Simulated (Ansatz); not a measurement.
Input file:

```
crystal:
  periodic: [false, false, false]
  atoms:
    - symbol: C
      position_ang: [-0.430884, -0.847277, 0.153555]
    - symbol: N
      position_ang: [1.382400, 1.070040, -1.357945]
    - symbol: O
      position_ang: [-0.249925, 2.191467, 0.872220]
    - symbol: Sb
      position_ang: [-0.604369, 1.119641, -0.785910]
    - symbol: H
      position_ang: [-1.261381, -0.989855, 0.860040]
    - symbol: H
      position_ang: [-0.458645, -1.645343, -0.604654]
    - symbol: H
      position_ang: [0.521476, -0.887499, 0.703832]
    - symbol: H
      position_ang: [1.773428, 0.130809, -1.432154]
    - symbol: H
      position_ang: [1.592606, 1.575699, -2.217898]
    - symbol: H
      position_ang: [0.695362, 2.094551, 1.072746]
basis:
  gaussian: {orbitals: def2-TZVPD}
hamiltonian: {xc: pbe0}
output: {forces: true, orbitals: {seedname: orbitals}}
```

Run with:

```sh
ansatz run input.yaml --threads 2 --pin off --max-ram 4350MiB --events-out events.jsonl --progress --plain --runs-dir runs
```

Geometry: B3LYP-D3(BJ)/def2-SVP; core potentials replace the inner electrons of Sb.

These are results of isolated molecule in a Gaussian basis; Kohn-Sham density functional theory, functional PBE0 in Ansatz 0.2.0, not measurements.

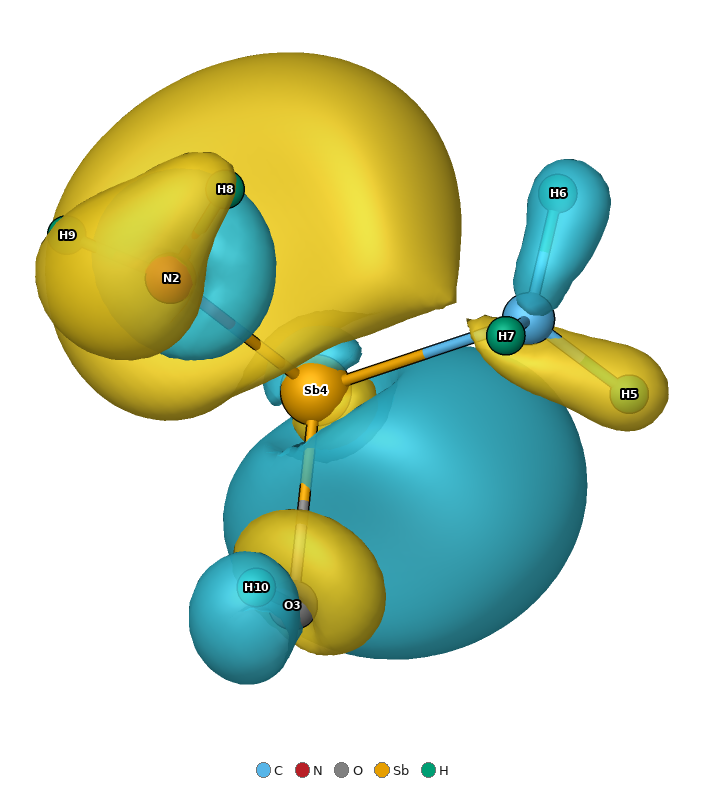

CH6NOSb (SMILES [CH3][Sb]([NH2])[OH]). The LUMO at ±0.08 Å⁻³ᐟ² (yellow and cyan are the two phases), seen across its widest extent.

Question: What is the character of this orbital?

Answer: Its weight (Hirshfeld) is mainly on Sb4 (about 65 %), N2 (about 10 %) and H9 (about 5 %). Its energy is −0.61 eV.
